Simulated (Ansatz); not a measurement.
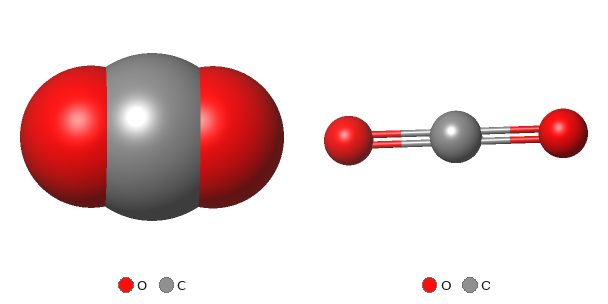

Both panels show the same species.

The geometry was computed by an optimisation with PBE0-D4/def2-TZVP.

Question: Give the formula.

Answer: CO₂, 3 atoms: 1 carbon and 2 oxygen.

Question: How many bonds of each kind are drawn?

Answer: 2 C–O.

Question: Write the SMILES.

Answer: O=C=O

Question: What is the point group of this geometry?

Answer: D∞h.

More results for the same structure follow; atom numbers are the same in all pictures, views and colours differ.

**Geometry**

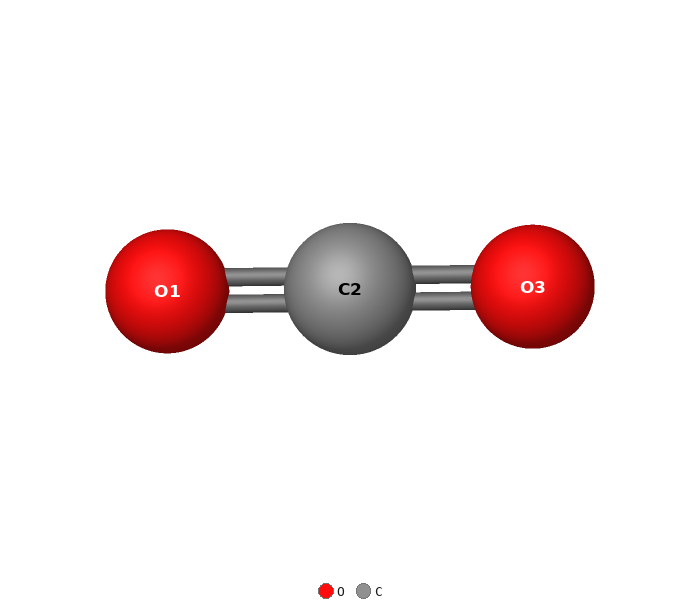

The atoms are numbered.

Which atoms are bonded, and how long are the bonds?

```csv
bond,length (Å),order
O1–C2,1.157,double
C2–O3,1.157,double
```

**Levels of theory compared**

Program: Ansatz 0.2.0.

Tabulate HOMO–LUMO gap (eV), HOMO energy (eV), vertical IP (eV) at these levels: B3LYP-D4/def2-TZVPP; PBE-D4/def2-TZVPP; PBE0-D4/def2-TZVPP; r2SCAN-D4/def2-TZVPP; ωB97M-V/def2-TZVPP; ωB97X-V/def2-TZVPP.

```
               level  HOMO–LUMO gap (eV)  HOMO energy (eV)  vertical IP (eV)
 B3LYP-D4/def2-TZVPP               10.80            −10.42             13.82
   PBE-D4/def2-TZVPP                8.88             −9.03             13.66
  PBE0-D4/def2-TZVPP               11.50            −10.69             13.75
r2SCAN-D4/def2-TZVPP                9.64             −9.42             13.67
  ωB97M-V/def2-TZVPP               15.42            −13.03             13.78
  ωB97X-V/def2-TZVPP               15.94            −13.11             13.81
```

**Vibrations**

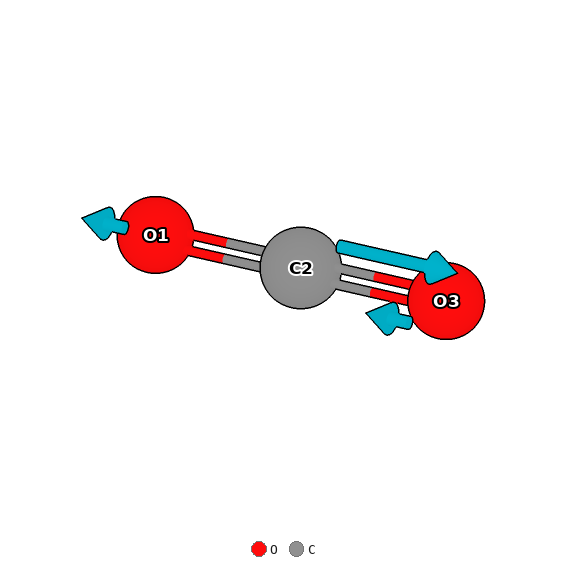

The arrows show one normal mode. Harmonic vibrations computed with RKS PBE0-D4/def2-TZVP (Ansatz 0.2.0) at a stationary point of the same level.

Question: What kind of motion is it?

Answer: Mostly out-of-phase stretching of 2 C–O bonds.

Question: Estimate its harmonic wavenumber.

Answer: 2454 cm⁻¹; it is mode 4 of 4 counted from the lowest.

**Charges**

The questions are on Mulliken charges. Method: RKS PBE0-D4/def2-TZVP (Ansatz 0.2.0).

List the Mulliken charges.

```csv
atom,value (e)
O1,−0.20
C2,0.39
O3,−0.20
```

Mulliken values depend strongly on the basis set and can even reverse the polarity of a bond.
